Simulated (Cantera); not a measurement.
Charge: 1 mol C2F6, 0.14 mol Si, held at 4.40 Pa.

Method: chemical equilibrium by Gibbs-energy minimisation in Cantera with the NASA 1993 tables (ideal gas, pure condensed phases). Candidate condensed phases: C, Si, SiC; 23 gas species. The feed counts by its element totals alone. The tables' values for SiF3 are old estimates; treat these amounts as uncertain. Gases not in the tables: C2F6 and larger saturated fluorocarbons. Kinetics and transport are ignored.

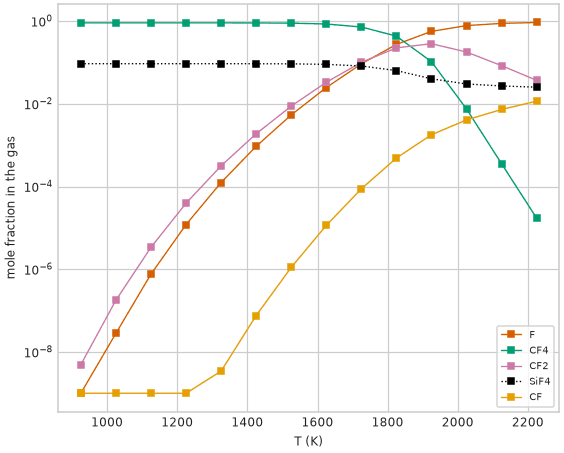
Figure. Equilibrium gas composition (values under 1e-9 drawn at 1e-9)

### Question
Read off the mole fractions at 2125 K.

### Answer
F about 0.88, CF2 about 0.084, SiF4 about 0.027, CF about 0.0073, CF4 about 0.00036.
